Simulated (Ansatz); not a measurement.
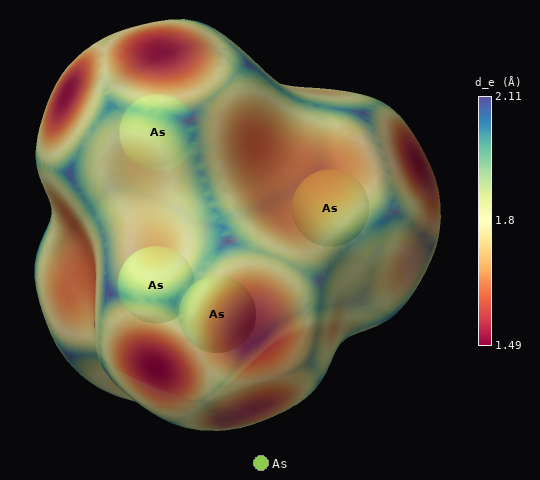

Hirshfeld surface computed for one As4 unit (covalently bonded non-metal atoms) in SbAs₄Au in space group F-43m, coloured by d_e.

The surface is where the fragment's share of the procrystal density (the sum of the densities of spherically averaged neutral Hartree-Fock atoms) equals one half. d_i and d_e are the distances from the surface to the nearest nucleus inside and outside. From Rb on the atoms have core potentials, so only their outer electrons count.

Origin of the cell: the geometry relaxed with DFT PBE, scalar-relativistic, plane waves, PAW (Ansatz); the starting structure was generated, so it need not be a known form of this composition.

```
Sb As Au
1.0
     8.00649    0.00000    0.00000
     0.00000    8.00649    0.00000
     0.00000    0.00000    8.00649
Sb As Au
4 16 4
Direct
  0.00000 0.00000 0.00000
  0.00000 0.50000 0.50000
  0.50000 0.00000 0.50000
  0.50000 0.50000 0.00000
  0.87923 0.37923 0.87923
  0.37923 0.12077 0.12077
  0.62077 0.12077 0.87923
  0.12077 0.37923 0.12077
  0.87923 0.87923 0.37923
  0.37923 0.62077 0.62077
  0.62077 0.62077 0.37923
  0.12077 0.87923 0.62077
  0.37923 0.37923 0.37923
  0.87923 0.12077 0.62077
  0.12077 0.12077 0.37923
  0.62077 0.37923 0.62077
  0.37923 0.87923 0.87923
  0.87923 0.62077 0.12077
  0.12077 0.62077 0.87923
  0.62077 0.87923 0.12077
  0.25000 0.25000 0.75000
  0.25000 0.75000 0.25000
  0.75000 0.25000 0.25000
  0.75000 0.75000 0.75000
```

Q: What is the shortest distance from the fragment to an atom outside it?

A: As–As, 2.93 Å.

Q: How is the surface shared among contacts (nearest atom inside ··· nearest atom outside)?

A: As···As 41 %, As···Au 30 %, As···Sb 29 %. The surface faces 22 neighbours with more than 2 % of its area each: 12 As + 6 Sb + 4 Au.

Q: Give the size and shape of the surface.

A: It encloses about 73 Å³, has an area of about 93 Å² and a globularity of 0.90 (1 for a sphere).
